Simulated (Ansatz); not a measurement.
# A computed series for hypothetical CdI2 type HfO2: thickness series

Take HfO2 in the CdI2 type structure (space group P-3m1, No. 164; a = 3.2085 Å, c = 4.5146 Å; a hypothetical phase, not in the database extracts checked; layered, stacked along the Cartesian z axis) as the base.

Free-standing slabs (3 atom(s) a layer) normal to the stacking axis with 15 Å of vacuum; in-plane cell relaxed.

The values are results of plane-wave PAW DFT at the PBEsol-D3(BJ) level (Ansatz, a program for electronic structure, 420 eV), no spin-orbit coupling, not measurements.

Notes on the quantities. excess energy per area of both faces: slab less bulk energy over the cell's area: twice a surface energy.

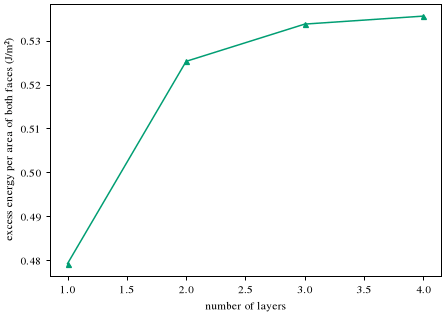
*Excess energy per area of both faces against number of layers*

Question: From the plot, what is the excess energy per area of both faces for 1 layer?

Answer: About 0.48 J/m².

Question: Is the trend monotonic over the range shown?

Answer: Yes, it rises throughout, spanning 0.48 J/m² to 0.54 J/m².

The excess energy carries the mismatch between the slab's and the bulk's meshes. Whether these cells are dynamically stable was not tested.
